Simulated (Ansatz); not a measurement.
## Al$_{16}$HO: molecular dynamics (part 2 of 3)

Continued. System: Al$_{16}$HO (slab, 18 atoms in the cell). Method: DFT PBE, scalar-relativistic, plane waves, PAW, PAW set soft_1 (Ansatz 0.2.0); cutoff 420 eV, 2×2×1 k-mesh, Fermi–Dirac smearing of 0.15 eV. The run did not end well. One setting was made poor on purpose. The input holds or restrains some coordinates. It belongs to a series of runs on one base structure; here: dynamics from the start.

Geometry of the input (Å; fractional positions):
```
5.7276  0.0000  0.0000
2.8638  4.9602  0.0000
0.0000  0.0000  18.0148
Al 0.0000  0.0000  0.0555
Al 0.5000  0.0000  0.0555
Al -0.0000  0.5000  0.0555
Al 0.5000  0.5000  0.0555
Al 0.1674  0.1677  0.1860
Al 0.6636  0.1682  0.1859
Al 0.1675  0.6648  0.1860
Al 0.6654  0.6673  0.1875
Al -0.1641  0.3268  0.3067
Al 0.3327  0.3336  0.3062
Al -0.1640  0.8373  0.3067
Al 0.3258  0.8371  0.3073
Al -0.0060  0.0031  0.4890
Al 0.4964  0.0014  0.4447
Al -0.0019  0.5010  0.4435
Al 0.4963  0.5023  0.4447
O  -0.0353  0.0173  0.5849
H  0.1169  -0.0575  0.6184
```

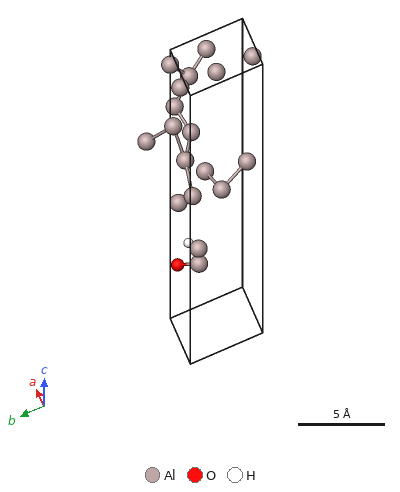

Fig. 1: The geometry at step 84 of the log (ball-and-stick view of the reduced cell, seen at an oblique angle).

### Output, continued
```
md step    46: t =   138.00 fs  T = 16031.2 K  F+E_penalty+E_count = -9174.77554499 eV  E_kin = 29.010657 eV  conserved = -9145.76488834 eV  (9 SCF iters)
md step    47: t =   141.00 fs  T = 90092.1 K  F+E_penalty+E_count = -9148.41656641 eV  E_kin = 163.034283 eV  conserved = -8985.38228300 eV  (10 SCF iters)
md step    48: t =   144.00 fs  T = 306403.5 K  F+E_penalty+E_count = -9174.94000642 eV  E_kin = 554.480052 eV  conserved = -8620.45995426 eV  (19 SCF iters)
md step    49: t =   147.00 fs  T = 292678.0 K  F+E_penalty+E_count = -9172.20020545 eV  E_kin = 529.641888 eV  conserved = -8642.55831774 eV  (10 SCF iters)
md step    50: t =   150.00 fs  T = 284671.3 K  F+E_penalty+E_count = -9169.46433279 eV  E_kin = 515.152482 eV  conserved = -8654.31185090 eV  (9 SCF iters)
md step    51: t =   153.00 fs  T = 283764.7 K  F+E_penalty+E_count = -9166.10888895 eV  E_kin = 513.511889 eV  conserved = -8652.59699999 eV  (10 SCF iters)
md step    52: t =   156.00 fs  T = 282334.0 K  F+E_penalty+E_count = -9163.82165179 eV  E_kin = 510.922824 eV  conserved = -8652.89882818 eV  (10 SCF iters)
md step    53: t =   159.00 fs  T = 283151.9 K  F+E_penalty+E_count = -9165.29336520 eV  E_kin = 512.402963 eV  conserved = -8652.89040268 eV  (12 SCF iters)
md step    54: t =   162.00 fs  T = 284190.7 K  F+E_penalty+E_count = -9167.82143020 eV  E_kin = 514.282884 eV  conserved = -8653.53854668 eV  (12 SCF iters)
md step    55: t =   165.00 fs  T = 286291.3 K  F+E_penalty+E_count = -9169.06317781 eV  E_kin = 518.084152 eV  conserved = -8650.97902589 eV  (12 SCF iters)
md step    56: t =   168.00 fs  T = 285698.4 K  F+E_penalty+E_count = -9169.74691184 eV  E_kin = 517.011293 eV  conserved = -8652.73561914 eV  (10 SCF iters)
md step    57: t =   171.00 fs  T = 284165.0 K  F+E_penalty+E_count = -9170.62139274 eV  E_kin = 514.236305 eV  conserved = -8656.38508808 eV  (11 SCF iters)
md step    58: t =   174.00 fs  T = 284103.5 K  F+E_penalty+E_count = -9171.97350838 eV  E_kin = 514.124973 eV  conserved = -8657.84853562 eV  (9 SCF iters)
md step    59: t =   177.00 fs  T = 285499.0 K  F+E_penalty+E_count = -9172.33389988 eV  E_kin = 516.650436 eV  conserved = -8655.68346397 eV  (11 SCF iters)
md step    60: t =   180.00 fs  T = 287140.3 K  F+E_penalty+E_count = -9173.09602258 eV  E_kin = 519.620563 eV  conserved = -8653.47545922 eV  (10 SCF iters)
md step    61: t =   183.00 fs  T = 291384.3 K  F+E_penalty+E_count = -9170.32089385 eV  E_kin = 527.300613 eV  conserved = -8643.02028067 eV  (10 SCF iters)
md step    62: t =   186.00 fs  T = 298385.0 K  F+E_penalty+E_count = -9169.37545634 eV  E_kin = 539.969425 eV  conserved = -8629.40603118 eV  (10 SCF iters)
md step    63: t =   189.00 fs  T = 272768.1 K  F+E_penalty+E_count = -9166.04940209 eV  E_kin = 493.612005 eV  conserved = -8672.43739677 eV  (10 SCF iters)
md step    64: t =   192.00 fs  T = 245216.9 K  F+E_penalty+E_count = -9167.71387626 eV  E_kin = 443.754365 eV  conserved = -8723.95951141 eV  (9 SCF iters)
md step    65: t =   195.00 fs  T = 246070.5 K  F+E_penalty+E_count = -9168.67248801 eV  E_kin = 445.298962 eV  conserved = -8723.37352648 eV  (10 SCF iters)
md step    66: t =   198.00 fs  T = 403663.6 K  F+E_penalty+E_count = -9155.85294820 eV  E_kin = 730.485853 eV  conserved = -8425.36709502 eV  (10 SCF iters)
md step    67: t =   201.00 fs  T = 666214.9 K  F+E_penalty+E_count = -9153.05038795 eV  E_kin = 1205.609047 eV  conserved = -7947.44134092 eV  (10 SCF iters)
md step    68: t =   204.00 fs  T = 960526.0 K  F+E_penalty+E_count = -9153.79573572 eV  E_kin = 1738.206317 eV  conserved = -7415.58941845 eV  (10 SCF iters)
md step    69: t =   207.00 fs  T = 1165169.2 K  F+E_penalty+E_count = -9161.55713076 eV  E_kin = 2108.536778 eV  conserved = -7053.02035309 eV  (10 SCF iters)
md step    70: t =   210.00 fs  T = 1153179.7 K  F+E_penalty+E_count = -9168.14839989 eV  E_kin = 2086.840033 eV  conserved = -7081.30836692 eV  (10 SCF iters)
md step    71: t =   213.00 fs  T = 1237456.2 K  F+E_penalty+E_count = -9163.94495447 eV  E_kin = 2239.350286 eV  conserved = -6924.59466876 eV  (10 SCF iters)
md step    72: t =   216.00 fs  T = 1279342.2 K  F+E_penalty+E_count = -9163.65735507 eV  E_kin = 2315.148726 eV  conserved = -6848.50862908 eV  (10 SCF iters)
md step    73: t =   219.00 fs  T = 1239803.5 K  F+E_penalty+E_count = -9166.42437912 eV  E_kin = 2243.597983 eV  conserved = -6922.82639639 eV  (11 SCF iters)
md step    74: t =   222.00 fs  T = 1246531.0 K  F+E_penalty+E_count = -9163.83407821 eV  E_kin = 2255.772349 eV  conserved = -6908.06172884 eV  (9 SCF iters)
md step    75: t =   225.00 fs  T = 1248880.7 K  F+E_penalty+E_count = -9161.15583575 eV  E_kin = 2260.024519 eV  conserved = -6901.13131710 eV  (10 SCF iters)
md step    76: t =   228.00 fs  T = 1249571.2 K  F+E_penalty+E_count = -9159.24921471 eV  E_kin = 2261.274061 eV  conserved = -6897.97515325 eV  (11 SCF iters)
md step    77: t =   231.00 fs  T = 2047771.7 K  F+E_penalty+E_count = -9114.89715370 eV  E_kin = 3705.729565 eV  conserved = -5409.16758837 eV  (12 SCF iters)
md step    78: t =   234.00 fs  T = 3267401.3 K  F+E_penalty+E_count = -9167.84873054 eV  E_kin = 5912.820048 eV  conserved = -3255.02868249 eV  (11 SCF iters)
md step    79: t =   237.00 fs  T = 3162071.5 K  F+E_penalty+E_count = -9163.39906320 eV  E_kin = 5722.211058 eV  conserved = -3441.18800540 eV  (12 SCF iters)
md step    80: t =   240.00 fs  T = 3040537.7 K  F+E_penalty+E_count = -9155.40558743 eV  E_kin = 5502.278670 eV  conserved = -3653.12691757 eV  (11 SCF iters)
md step    81: t =   243.00 fs  T = 3040688.5 K  F+E_penalty+E_count = -9154.39317323 eV  E_kin = 5502.551572 eV  conserved = -3651.84160117 eV  (11 SCF iters)
md step    82: t =   246.00 fs  T = 3031886.1 K  F+E_penalty+E_count = -9161.15706256 eV  E_kin = 5486.622330 eV  conserved = -3674.53473269 eV  (10 SCF iters)
md step    83: t =   249.00 fs  T = 3076343.5 K  F+E_penalty+E_count = -9157.83026135 eV  E_kin = 5567.074281 eV  conserved = -3590.75598012 eV  (11 SCF iters)
md step    84: t =   252.00 fs  T = 3121442.9 K  F+E_penalty+E_count = -9158.58754394 eV  E_kin = 5648.687829 eV  conserved = -3509.89971488 eV  (10 SCF iters)
md step    85: t =   255.00 fs  T = 3117579.1 K  F+E_penalty+E_count = -9152.88472701 eV  E_kin = 5641.695758 eV  conserved = -3511.18896940 eV  (13 SCF iters)
md step    86: t =   258.00 fs  T = 3143563.2 K  F+E_penalty+E_count = -9156.80615886 eV  E_kin = 5688.717704 eV  conserved = -3468.08845524 eV  (10 SCF iters)
md step    87: t =   261.00 fs  T = 3208621.4 K  F+E_penalty+E_count = -9158.32443650 eV  E_kin = 5806.449578 eV  conserved = -3351.87485873 eV  (10 SCF iters)
md step    88: t =   264.00 fs  T = 3263241.6 K  F+E_penalty+E_count = -9151.52955457 eV  E_kin = 5905.292532 eV  conserved = -3246.23702239 eV  (10 SCF iters)
md step    89: t =   267.00 fs  T = 3277637.3 K  F+E_penalty+E_count = -9155.94620423 eV  E_kin = 5931.343520 eV  conserved = -3224.60268385 eV  (10 SCF iters)
md step    90: t =   270.00 fs  T = 3289114.8 K  F+E_penalty+E_count = -9166.98218852 eV  E_kin = 5952.113667 eV  conserved = -3214.86852181 eV  (9 SCF iters)
md step    91: t =   273.00 fs  T = 3295487.8 K  F+E_penalty+E_count = -9167.29817318 eV  E_kin = 5963.646486 eV  conserved = -3203.65168702 eV  (11 SCF iters)
md step    92: t =   276.00 fs  T = 3265568.5 K  F+E_penalty+E_count = -9165.12409515 eV  E_kin = 5909.503260 eV  conserved = -3255.62083507 eV  (9 SCF iters)
md step    93: t =   279.00 fs  T = 3241585.6 K  F+E_penalty+E_count = -9166.22492960 eV  E_kin = 5866.102929 eV  conserved = -3300.12200090 eV  (10 SCF iters)
md step    94: t =   282.00 fs  T = 3748835.7 K  F+E_penalty+E_count = -9151.38902213 eV  E_kin = 6784.042951 eV  conserved = -2367.34607088 eV  (10 SCF iters)
md step    95: t =   285.00 fs  T = 4989515.5 K  F+E_penalty+E_count = -9141.57900642 eV  E_kin = 9029.226751 eV  conserved = -112.35225591 eV  (12 SCF iters)
md step    96: t =   288.00 fs  T = 5770534.5 K  F+E_penalty+E_count = -9167.27826629 eV  E_kin = 10442.590055 eV  conserved = 1275.31178834 eV  (10 SCF iters)
md step    97: t =   291.00 fs  T = 5761784.6 K  F+E_penalty+E_count = -9160.07808977 eV  E_kin = 10426.755753 eV  conserved = 1266.67766287 eV  (11 SCF iters)
md step    98: t =   294.00 fs  T = 5759131.0 K  F+E_penalty+E_count = -9143.67035505 eV  E_kin = 10421.953777 eV  conserved = 1278.28342197 eV  (9 SCF iters)
md step    99: t =   297.00 fs  T = 5765467.6 K  F+E_penalty+E_count = -9155.15474471 eV  E_kin = 10433.420779 eV  conserved = 1278.26603455 eV  (10 SCF iters)
md step   100: t =   300.00 fs  T = 5775011.1 K  F+E_penalty+E_count = -9164.18919005 eV  E_kin = 10450.691085 eV  conserved = 1286.50189514 eV  (9 SCF iters)
md step   101: t =   303.00 fs  T = 5833155.4 K  F+E_penalty+E_count = -9162.43720509 eV  E_kin = 10555.911269 eV  conserved = 1393.47406381 eV  (10 SCF iters)
md step   102: t =   306.00 fs  T = 5873043.1 K  F+E_penalty+E_count = -9158.51355300 eV  E_kin = 10628.093569 eV  conserved = 1469.58001592 eV  (10 SCF iters)
md step   103: t =   309.00 fs  T = 5855711.9 K  F+E_penalty+E_count = -9156.21925645 eV  E_kin = 10596.730395 eV  conserved = 1440.51113876 eV  (10 SCF iters)
md step   104: t =   312.00 fs  T = 5859593.3 K  F+E_penalty+E_count = -9159.08939497 eV  E_kin = 10603.754413 eV  conserved = 1444.66501801 eV  (10 SCF iters)
md step   105: t =   315.00 fs  T = 5862888.9 K  F+E_penalty+E_count = -9160.30201776 eV  E_kin = 10609.718154 eV  conserved = 1449.41613671 eV  (10 SCF iters)
md step   106: t =   318.00 fs  T = 5829203.2 K  F+E_penalty+E_count = -9148.28906509 eV  E_kin = 10548.759104 eV  conserved = 1400.47003857 eV  (11 SCF iters)
md step   107: t =   321.00 fs  T = 5791398.8 K  F+E_penalty+E_count = -9129.83404307 eV  E_kin = 10480.346755 eV  conserved = 1350.51271181 eV  (11 SCF iters)
md step   108: t =   324.00 fs  T = 7053553.9 K  F+E_penalty+E_count = -9104.59348726 eV  E_kin = 12764.393113 eV  conserved = 3659.79962583 eV  (11 SCF iters)
md step   109: t =   327.00 fs  T = 8498044.0 K  F+E_penalty+E_count = -9146.84647412 eV  E_kin = 15378.400284 eV  conserved = 6231.55380989 eV  (11 SCF iters)
md step   110: t =   330.00 fs  T = 8515555.5 K  F+E_penalty+E_count = -9157.39957737 eV  E_kin = 15410.089705 eV  conserved = 6252.69012781 eV  (11 SCF iters)
md step   111: t =   333.00 fs  T = 9451122.4 K  F+E_penalty+E_count = -9093.74178258 eV  E_kin = 17103.128975 eV  conserved = 8009.38719208 eV  (11 SCF iters)
md step   112: t =   336.00 fs  T = 11211321.8 K  F+E_penalty+E_count = -9159.52940564 eV  E_kin = 20288.456170 eV  conserved = 11128.92676393 eV  (10 SCF iters)
md step   113: t =   339.00 fs  T = 11216111.0 K  F+E_penalty+E_count = -9153.17928873 eV  E_kin = 20297.122921 eV  conserved = 11143.94363250 eV  (11 SCF iters)
md step   114: t =   342.00 fs  T = 11256082.7 K  F+E_penalty+E_count = -9145.13915831 eV  E_kin = 20369.457322 eV  conserved = 11224.31816345 eV  (10 SCF iters)
md step   123: t =   369.00 fs  T = 11239750.3 K  F+E_penalty+E_count = -9139.55595724 eV  E_kin = 20339.901560 eV  conserved = 11200.34560306 eV  (10 SCF iters)
SCF 125 converged in 15 iterations: F = -9151.037317 eV  dr2 = 7.64e-9
md step   124: t =   372.00 fs  T = 11221714.8 K  F+E_penalty+E_count = -9151.03731706 eV  E_kin = 20307.263860 eV  conserved = 11156.22654288 eV  (15 SCF iters)
SCF 126 converged in 10 iterations: F = -9148.636619 eV  dr2 = 2.50e-9
md step   125: t =   375.00 fs  T = 11194037.1 K  F+E_penalty+E_count = -9148.63661862 eV  E_kin = 20257.177123 eV  conserved = 11108.54050448 eV  (10 SCF iters)
SCF 127 converged in 10 iterations: F = -9138.651541 eV  dr2 = 1.37e-8
md step   126: t =   378.00 fs  T = 11234555.1 K  F+E_penalty+E_count = -9138.65154081 eV  E_kin = 20330.500137 eV  conserved = 11191.84859602 eV  (10 SCF iters)
SCF iter   1: F=—  HF=-9142.606283 eV  |F-HF|=—  |Δ(HF+E_count)|=         —  Δρ=4.79e-2  dr2=1.71e1  ethr=3.10e-3  ⟨swp⟩=10.8  Hψ=1330  notcnv=0
preconditioner: auto → LDOS  [metal: Δε(μ)=0.051 eV  Ē_g=6.219 eV  σ=0.150 eV  W_gap=0.08  n_scr=52 (ndim 8)  ℏωp=11.8 eV  f_vac=0.016  D(μ)=9.89/eV (n_scr^D=52)  β→1.0]
SCF iter   2: F=—  HF=-9139.334095 eV  |F-HF|=—  |Δ(HF+E_count)|=    3.27e0  Δρ=1.59e-2  dr2=3.45e0  ethr=3.10e-3  ⟨swp⟩=4.5  Hψ=657  notcnv=0
SCF iter   3: F=—  HF=-9138.643736 eV  |F-HF|=—  |Δ(HF+E_count)|=   6.90e-1  Δρ=5.12e-3  dr2=3.75e-1  ethr=3.10e-3  ⟨swp⟩=3.0  Hψ=482  notcnv=0
SCF iter   4: F=—  HF=-9138.604672 eV  |F-HF|=—  |Δ(HF+E_count)|=   3.91e-2  Δρ=1.46e-3  dr2=3.02e-2  ethr=6.82e-4  ⟨swp⟩=2.8  Hψ=331  notcnv=0
SCF iter   5: F=—  HF=-9138.604866 eV  |F-HF|=—  |Δ(HF+E_count)|=   1.94e-4  Δρ=4.53e-4  dr2=1.97e-3  ethr=5.48e-5  ⟨swp⟩=2.8  Hψ=300  notcnv=0
SCF iter   6: F=—  HF=-9138.604943 eV  |F-HF|=—  |Δ(HF+E_count)|=   7.75e-5  Δρ=1.26e-4  dr2=2.06e-4  ethr=3.59e-6  ⟨swp⟩=3.0  Hψ=357  notcnv=0
SCF iter   7: F=—  HF=-9138.604976 eV  |F-HF|=—  |Δ(HF+E_count)|=   3.24e-5  Δρ=5.36e-5  dr2=3.16e-5  ethr=3.74e-7  ⟨swp⟩=2.0  Hψ=307  notcnv=0
SCF iter   8: F=—  HF=-9138.605015 eV  |F-HF|=—  |Δ(HF+E_count)|=   3.98e-5  Δρ=1.73e-5  dr2=4.19e-6  ethr=5.74e-8  ⟨swp⟩=2.2  Hψ=292  notcnv=0
SCF iter   9: F=—  HF=-9138.605000 eV  |F-HF|=—  |Δ(HF+E_count)|=   1.51e-5  Δρ=3.96e-6  dr2=1.83e-7  ethr=7.62e-9  ⟨swp⟩=3.0  Hψ=318  notcnv=0
SCF iter  10: F=—  HF=-9138.605000 eV  |F-HF|=—  |Δ(HF+E_count)|=   4.52e-8  Δρ=1.46e-6  dr2=2.44e-8  ethr=3.32e-10  ⟨swp⟩=2.0  Hψ=272  notcnv=0
SCF iter  11: F=-9138.605000 eV  HF=-9138.605000 eV  |F-HF|=4.17e-10  |Δ(HF+E_count)|=   2.32e-9  Δρ=3.99e-7  dr2=1.74e-9  ethr=3.27e-11  ⟨swp⟩=4.2  Hψ=558  notcnv=0
SCF 128 converged in 11 iterations: F = -9138.605000 eV  dr2 = 1.74e-9
md step   127: t =   381.00 fs  T = 11351060.4 K  F+E_penalty+E_count = -9138.60500045 eV  E_kin = 20541.332698 eV  conserved = 11402.72769741 eV  (11 SCF iters)
```

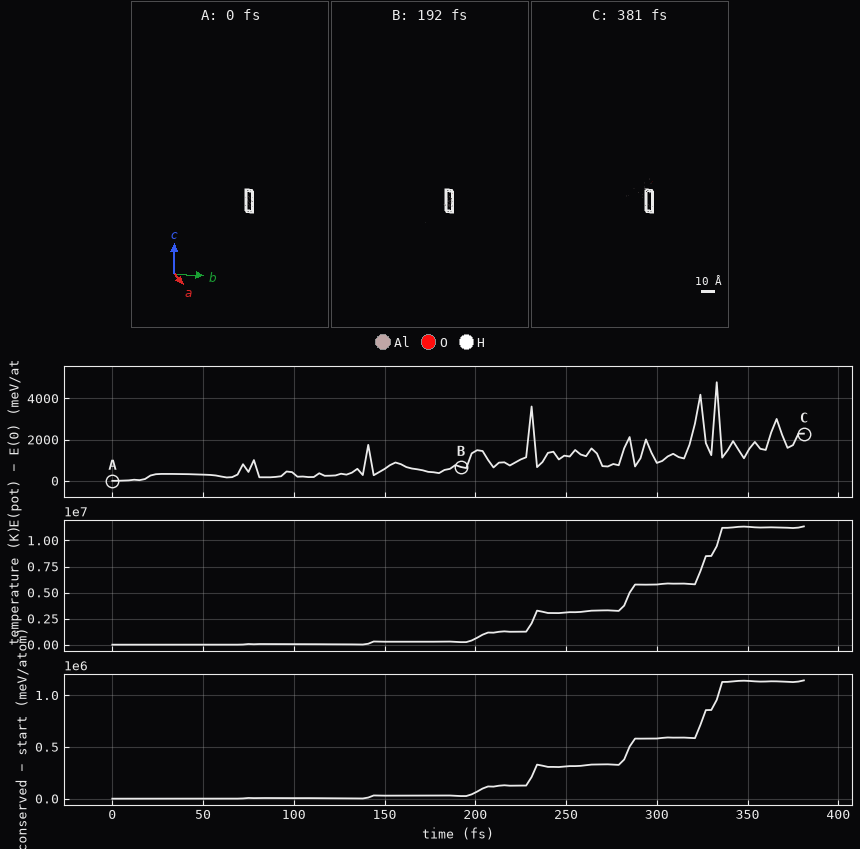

Fig. 2: Frames of the molecular dynamics (ball-and-stick, simulation cell, with the vacuum cut short, seen slightly off an axis) above the curves, on which the letters mark them. The trajectory kept here has 128 frames over 381 fs. The temperature starts at 1000 K, ranges from 766 to 11351060 K and averages 5583799 K over the second half. The potential energy ends 2290.4 meV/atom above its first value. The conserved quantity stays within 1.1e+06 meV/atom. With the common drift removed, the root-mean-square displacement is 41.48 Å, and H18 has moved furthest (166.63 Å).

### Trajectory as extended XYZ (Å, eV, eV/Å), 12 of the 128 frames kept, from step=0 to step=127
```
18
Lattice="5.7276 0.0000 0.0000 2.8638 4.9602 0.0000 0.0000 0.0000 18.0148" Properties=species:S:1:pos:R:3:forces:R:3 step=0 time_fs=0.0 energy=-9179.83272 temperature=1000.0
Al    0.0000    0.0000    1.0000    0.0025  -0.0009   0.0627
Al    2.8638    0.0000    1.0000   -0.0067   0.0042  -0.0234
Al    1.4319    2.4801    1.0000    0.0037  -0.0026  -0.0113
Al    4.2957    2.4801    1.0000   -0.0065   0.0035  -0.0236
Al    1.4392    0.8317    3.3504    0.0010   0.0001  -0.0039
Al    4.2824    0.8344    3.3487    0.0000  -0.0002   0.0032
Al    2.8633    3.2977    3.3502    0.0000  -0.0003  -0.0032
Al    5.7222    3.3101    3.3778    0.0006  -0.0004   0.0015
Al   -0.0040    1.6209    5.5248   -0.0052   0.0027   0.0120
Al    2.8610    1.6548    5.5158    0.0087  -0.0047   0.0009
Al    1.4584    4.1533    5.5245   -0.0053   0.0030   0.0125
Al    4.2635    4.1521    5.5367    0.0009  -0.0006  -0.0193
Al   -0.0256    0.0155    8.8084    0.0110  -0.0072   0.0230
Al    2.8469    0.0069    8.0117    0.0045   0.0043  -0.0078
Al    1.4240    2.4850    7.9898   -0.0046   0.0026   0.0038
Al    4.2811    2.4915    8.0119   -0.0007  -0.0058  -0.0085
O    -0.1525    0.0860   10.5368   -0.0180   0.0106  -0.0057
H     0.5048   -0.2850   11.1408    0.0144  -0.0081  -0.0130
18
Lattice="5.7276 0.0000 0.0000 2.8638 4.9602 0.0000 0.0000 0.0000 18.0148" Properties=species:S:1:pos:R:3:forces:R:3 step=12 time_fs=36.0 energy=-9173.86451 temperature=2326.3
Al    0.0000    0.0000    1.0000    0.0768   0.1222   0.0228
Al    2.8638    0.0000    1.0000   -0.1735  -0.0073   0.0002
Al    1.4319    2.4801    1.0000    0.0145  -0.0232  -0.1861
Al    4.2957    2.4801    1.0000    0.0942   0.2170   0.0414
Al    1.4828    0.9776    3.3775    0.3102  -0.4376  -0.5441
Al    4.2081    1.0137    3.3537    0.1478  -0.4093  -0.5318
Al    2.8099    3.5210    3.3085    0.1608  -0.0658  -0.5034
Al    5.9537    3.3856    3.3685   -0.9333   0.3213   0.1018
Al    0.0123    1.6194    5.3257    0.0789   0.2394   1.1864
Al    3.0049    1.9891    5.4193   -1.1566  -1.1849   0.4497
Al    1.2584    4.2412    5.8279    0.3724   0.0361  -0.8703
Al    4.1069    4.1712    5.3583    1.1521   1.0579   0.7732
Al    0.0686   -0.0867    8.9205   -0.0249  -0.5128  -1.0159
Al    2.7342   -0.3360    8.1008   -0.0407   0.9766   0.3231
Al    1.2292    2.3274    8.1202    0.7856  -0.2848  -0.0979
Al    4.1991    2.3139    7.9777   -0.4909  -0.3269   0.1208
O    -0.2895    0.1385   10.4921   -0.3758   0.2776   0.7187
H     4.2984   -2.2003   13.4040    0.0024   0.0044   0.0115
```
